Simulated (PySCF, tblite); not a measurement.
**C2H9AlO2Si2: geometry, infrared bands and NMR shifts**

What infrared bands and NMR shifts should C2H9AlO2Si2 (`[SiH3][CH2][Al]1[O]C[SiH2][O]1`) show?

The runs use tblite 0.8.0 and PySCF 2.14.0, with density-fitted response routines of our own; the level of theory stands in each step. All values are computed, except where a source is named. Atoms count from 0, in the outputs and in this text.

**1. The molecule as given**

16 atoms, charge 0, multiplicity 1; geometry from: force field or distance geometry start.

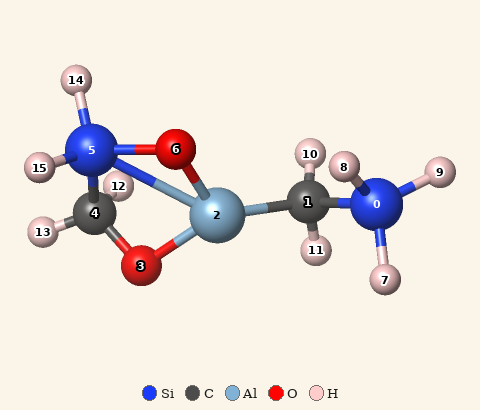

As it starts; silicon blue, carbon dark grey, aluminium light blue, oxygen red, hydrogen pink, atoms numbered.

**2. Relaxing the molecule with GFN2-xTB**

Job settings and geometry (Å):

```
{"job": {"kind": "relax", "xc": "GFN2-xTB", "basis": "xTB"}, "charge": 0, "multiplicity": 1}
Si     3.098300    -0.112100     0.412700
C      1.546700    -1.059000    -0.100400
Al     0.032800    -0.013900     0.666900
O     -1.517000    -0.695100     1.400200
C     -2.455100    -0.401100     0.423300
Si    -2.218600     1.369900    -0.071200
O     -0.513500     1.653400     0.053600
H      3.320700    -0.451600     1.838600
H      2.728600     1.303300     0.275000
H      4.194100    -0.509200    -0.444900
H      1.471800    -1.195100    -1.177400
H      1.559200    -2.028800     0.472400
H     -2.182200    -1.039600    -0.447600
H     -3.482500    -0.633800     0.705900
H     -2.607800     1.500100    -1.485800
H     -2.983000     2.321500     0.734700
```

Started as:

```console
$ OMP_NUM_THREADS=1 python probes_run.py task.json out
```

One launch serves the whole session: the jobs run in the order shown.

**Question.** This job is followed by: GFN2-xTB harmonic vibrations, gas phase; GIAO PBE0/pcSseg-1 NMR shielding, non-relativistic, gas phase. What will the session give for the following? strongest single infrared mode (GFN2-xTB); zero-point energy (GFN2-xTB); ¹³C shifts against TMS (PBE0/pcSseg-1); ¹H shifts against TMS (PBE0/pcSseg-1, means over atoms taken as alike); ²⁹Si shifts against TMS (PBE0/pcSseg-1); ²⁷Al shifts against AlH4- (PBE0/pcSseg-1); ¹⁷O shifts against H2O (PBE0/pcSseg-1).

As calculated:

| quantity | value |
| --- | --- |
| strongest single infrared mode (GFN2-xTB) | 2264 cm⁻¹, 546 km/mol |
| zero-point energy (GFN2-xTB) | 63.2 kcal/mol |
| ¹³C shifts against TMS (PBE0/pcSseg-1) | 57.2, -22.9 ppm |
| ¹H shifts against TMS (PBE0/pcSseg-1, means over atoms taken as alike) | 5.16, 4.17, 4.09, -0.43 ppm |
| ²⁹Si shifts against TMS (PBE0/pcSseg-1) | -22.1, -72.7 ppm |
| ²⁷Al shifts against AlH4- (PBE0/pcSseg-1) | 84.4 ppm |
| ¹⁷O shifts against H2O (PBE0/pcSseg-1) | 60.3, 42.6 ppm |

In words: Relaxing lowered the energy by 1.235 eV in 186 steps; the close pair that moved most is Al2–O3, from 1.845 to 1.695 Å. All 42 modes are real, so the xTB geometry is a minimum. The strongest single mode, at 2264 cm⁻¹, moves mainly H14 and H15. GFN2-xTB is a fitted tight-binding method: band positions and strengths are rough. Its intensities can rank the bands wrongly. The most deshielded carbon is C4 (sp3 CH2 bonded to O and Si), at 57.2 ppm: deshielded by the electronegative neighbour. At PBE0/pcSseg-1: Shielding is most anisotropic at Al2 (span 211 ppm, paramagnetic term -395 ppm).
